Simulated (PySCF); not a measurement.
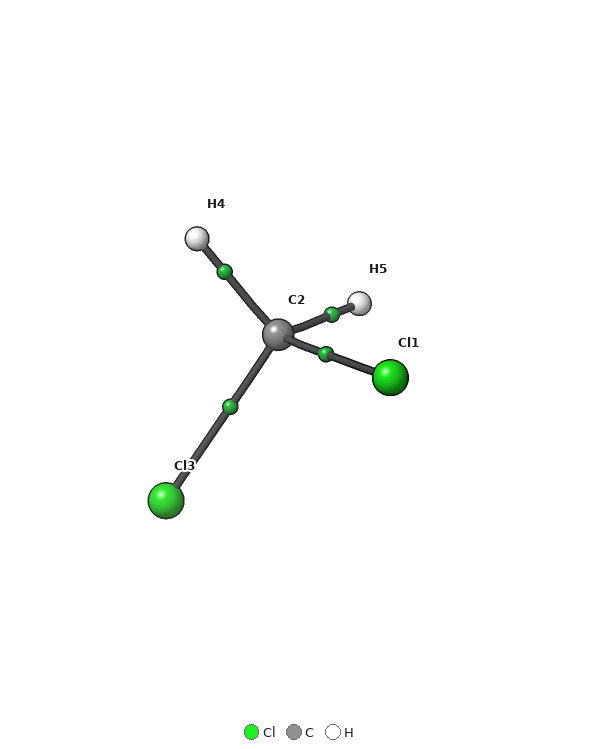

Figure 1: CH2Cl2, SMILES `ClCCl`. Molecular graph of the electron density (QTAIM): bond paths, bond critical points (green), ring points (magenta, if any); weak paths are dashed.

Level of theory: PBE/def2-TZVP (PySCF), at a geometry from GFN2-xTB. No frequency check shows the geometry to be a minimum. GFN2-xTB bond lengths at metals and heavier atoms can be off by up to 0.1 Å and shapes distorted, which carries into these values.

> How many critical points of each kind are there, and does the count close?

5 nuclei, 4 bond, 0 ring and 0 cage critical points: 5 − 4 + 0 − 0 = 1, as the Poincaré–Hopf relation requires.

> What does the calculation give at each kind of bond critical point?

```
            bond  length (Å)  ρ (a.u.)  ∇²ρ (a.u.)     ε  H (a.u.)
 C2–H4 (2 alike)       1.089     0.288       −1.02  0.01    −0.290
C2–Cl3 (2 alike)       1.771     0.189       −0.24  0.02    −0.128
```

> What kind of interaction is C2–Cl3?

Shared-shell (covalent): ρ = 0.189, ∇²ρ = −0.24, H = −0.128 a.u.

The PySCF run took 7.2 s on 1 thread of Intel(R) Xeon(R) Platinum 8488C (Sapphire Rapids) (shared host), peak memory 0.42 GiB.
